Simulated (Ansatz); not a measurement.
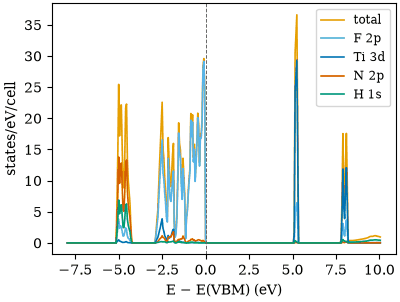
*Total and projected density of states of TiH8N2F6 in space group P-3m1 (No. 164; Pearson symbol hP17), LDA (plane waves, PAW; program Ansatz)*

**Question.** Which orbitals carry the states next to the gap?

**Answer.** Top 1 eV of the valence band: F 2p 96 %. Bottom 1 eV of the conduction band: Ti 3d 80 %, F 2p 17 %. Projections are on Löwdin-orthogonalised atomic valence shells; empty p or d shells of many metals are not among them.

The first step of the workflow began from a Materials Project structure, measured or hypothetical; the Crystallography Open Database files this formula in space group No. 164, but the cells were not matched. Whether it is the stable phase at ambient conditions was not checked. Symmetry was held in the LDA relaxation. At this level the phase is dynamically unstable (imaginary phonons). The run is not spin-polarised. A crystal of weakly bound molecules computed without a dispersion correction: the cell and the soft elastic constants depend strongly on that.

Potentials: the later of the program's two PAW sets.
